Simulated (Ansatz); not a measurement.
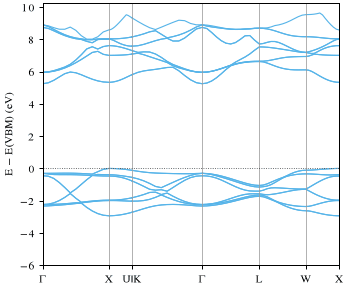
Figure. Band structure from PBEsol with spin–orbit coupling (plane waves, PAW; program Ansatz)

### Question
Read off the gap and where the band edges lie.

### Answer
About 5.3 eV (5.25 eV by a search for the band edges); maximum at X, minimum at Γ.

The material is SrCl$_{2}$ (fluorite, Fm-3m).

Symmetry was held in the PBEsol relaxation.

Potentials: the later of the program's two PAW sets.
